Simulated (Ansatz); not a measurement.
**BrFH4Si3: density, localisation and related maps**

```xyz
9

Br   -2.4654   -0.5012    0.2204
F     2.3274   -0.8816    0.2933
Si    0.7851   -0.3927    0.0161
Si    0.5334    1.7932    0.8644
Si   -0.8248   -1.8355    1.0577
H     0.5692   -0.3929   -1.4670
H    -0.5529    2.5078    0.1312
H     1.8198    2.5399    0.7148
H     0.1791    1.7319    2.3169
```

Geometry: PBE0-D3(BJ)/def2-SVP.

All numbers below come from isolated molecule in a Gaussian basis; Kohn-Sham density functional theory, functional PBE0 (Ansatz).

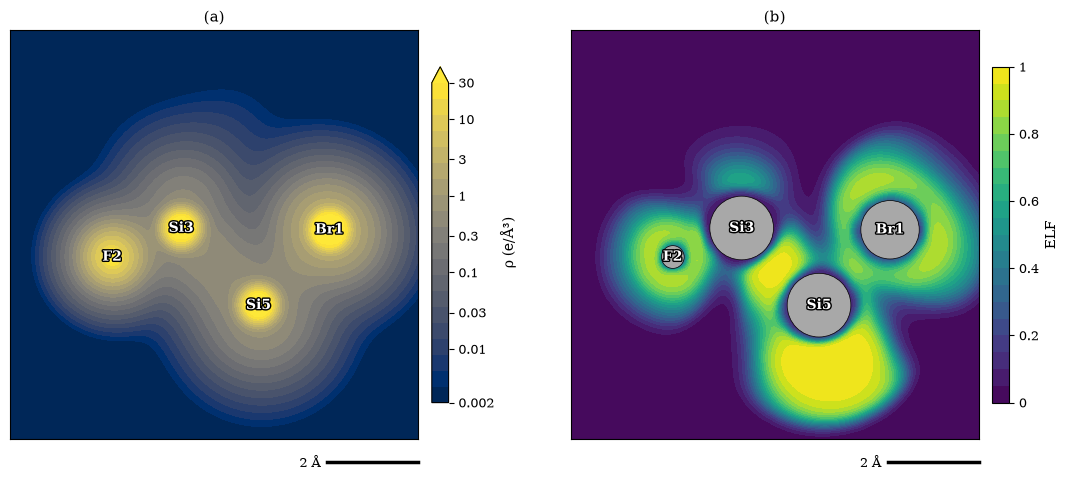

Figure 1. (a) electron density; (b) electron localisation function on the plane of atoms F2, Si3 and Si5. Grey discs cover the atomic cores in the ELF map.

Read the bonding off the picture.

- Atoms in the plane: Br, F and Si.
- Si–F (1.64 Å): ρ at the midpoint is about 0.94 e/Å³; the ELF peaks at about 0.85 in the valence shell of F, 0.6 Å from its nucleus, and is about 0.35 at the midpoint.
- Si–Br (2.27 Å): the density is about 0.68 e/Å³ at the midpoint, with its minimum of 0.51 e/Å³ about 0.8 Å from Si; the ELF peaks at about 0.80 between the atoms (a polar covalent bond).
- Si–Si (2.40 Å): the density is about 0.62 e/Å³ at the midpoint; the ELF peaks at about 1 between the atoms; localised, covalent bonding.
- The ELF also peaks beside Si5, F2 and Br1, away from the bonds: lone-pair regions.

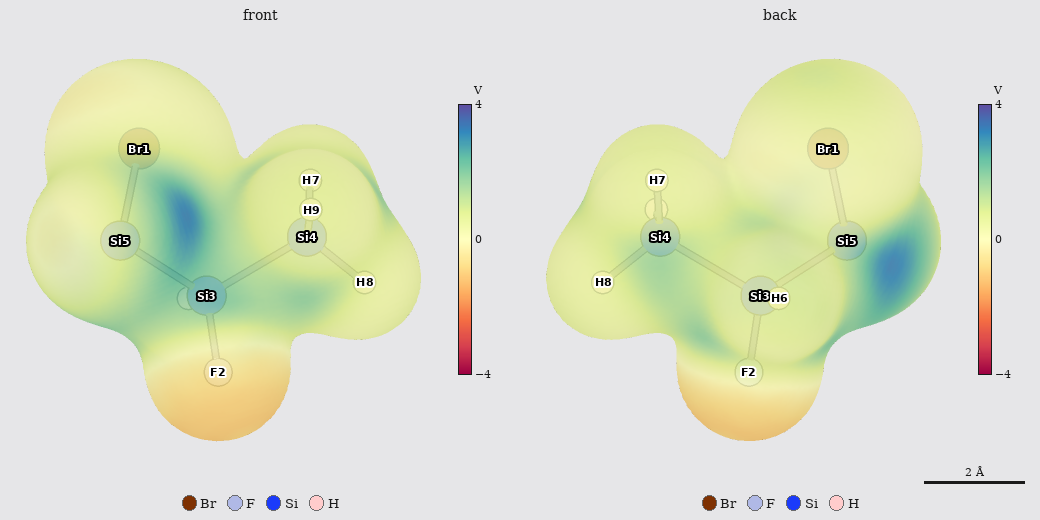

Figure 2. The electrostatic potential painted on the density surface at 0.004 e/bohr³, seen from the front and from behind; the colour scale runs from red (negative) to blue (positive).

Where is the surface potential most negative and most positive?

The most negative region (about −1.1 V) lies over F2, the most positive (about +3.2 V) over Si5. Br1 shows a σ-hole: about +0.9 V at the tip opposite its bond, against about +0.1 V on its flanks.

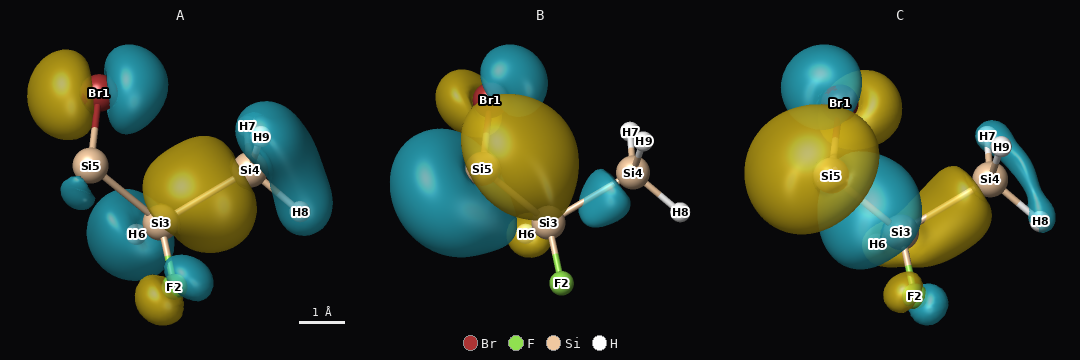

Figure 3. Three frontier orbitals at ±0.08 Å⁻³ᐟ² (yellow and cyan are the two phases), in no order.

Order the three orbitals by energy and name them.

A is the HOMO−1 (−8.54 eV). Its weight (Hirshfeld) is mainly on Si3 (about 25 %), Si4 (about 25 %), Br1 (about 20 %), H6 (about 10 %) and F2 (about 5 %). C is the HOMO (−6.69 eV). It lies mainly on Si5 (about 50 %), Si3 (about 20 %), Br1 (about 15 %) and Si4 (about 5 %). B is the LUMO (−3.55 eV). By Hirshfeld shares it lies mainly on Si5 (about 75 %) and Br1 (about 15 %).

What is the HOMO–LUMO gap?

3.14 eV between the orbital energies.
